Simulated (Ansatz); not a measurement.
## Computed against measured: atomisation enthalpy at 298 K

6 molecules holding Si, Ge, B, Al, Ga, P or As; the atomisation enthalpy at 298 K in kJ/mol, computed less measured. Shapes, held fixed at every level: PBE0-D4/def2-TZVP. Thermal terms are harmonic and unscaled (PBE0-D4/def2-TZVP); the spin-orbit lowering of the free atoms is taken from their spectra. Programs: Ansatz 0.2.0. Measured values: CRC Handbook of Chemistry and Physics, NIST-JANAF tables.

Levels: A = HF/def2-TZVPP; B = SPW92/def2-TZVPP; C = CCSD(T)/CBS estimate.

```tsv
molecule	from tabulated heats	A	B	C
SiO2 (SMILES O=[Si]=O)	1254	-619	+234	-25
AlClF2 (SMILES [F][Al]([F])[Cl])	1609	-391	+197	+10
BHF2 (SMILES FBF)	1681	-377	+255	-3
B(OH)O (oxoborinic acid)	1847	-582	+310	-19
SiF4 (silicon tetrafluoride)	2382	-613	+330	-2
Si(SiF3)F3 (hexafluorodisilane)	3760	-1010	+522	-26
```

Question: Sum up the errors.

Answer: 
```csv
level,kind,mean error,mean absolute error,worst case
HF/def2-TZVPP,Hartree–Fock,-598.7,598.7,Si(SiF3)F3
SPW92/def2-TZVPP,LDA,+308.0,308.0,Si(SiF3)F3
CCSD(T)/CBS estimate,coupled cluster or CI,-10.8,14.2,Si(SiF3)F3
```

On this set CCSD(T)/CBS estimate has the smallest mean absolute error and HF/def2-TZVPP the largest. HF/def2-TZVPP is too low in 6 of 6; SPW92/def2-TZVPP is too high in 6 of 6; CCSD(T)/CBS estimate is too low in 5 of 6. The heats of AlClF2 (SMILES [F][Al]([F])[Cl]), Si(SiF3)F3 (hexafluorodisilane) come from older tables and can be uncertain by 10 kJ/mol or more. Heats of the atoms come from ATcT where it has them, that of boron, 570 kJ/mol, from recent work. The levels differ in basis as well as in method. The tabulated values of SiO2, BHF2, B(OH)O are in doubt (older tables, estimates, or at odds with other calculations) and kept here. Over the 3 molecules whose values aren't doubted the mean absolute errors are A 671.3; B 349.7; C 12.7. For SPW92/def2-TZVPP the error tends to grow with the atomisation enthalpy. Hartree–Fock lacks correlation and underbinds. T1 is large for SiO2 (0.024), so single-reference values are less sure there. The CBS estimate extrapolates MP2 from def2-TZVPP and def2-QZVPP and adds CCSD(T) − MP2 in the triple-zeta set, cores frozen. The set is small.

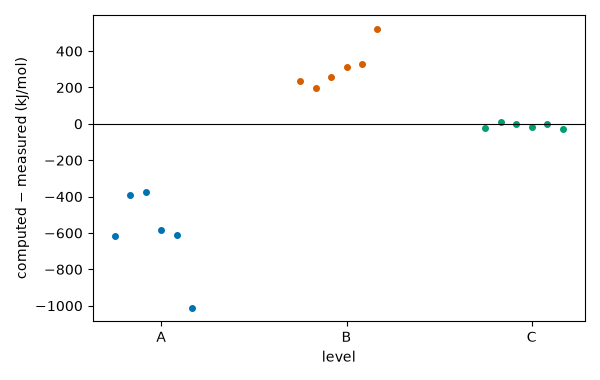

Errors of each level, one point a molecule.
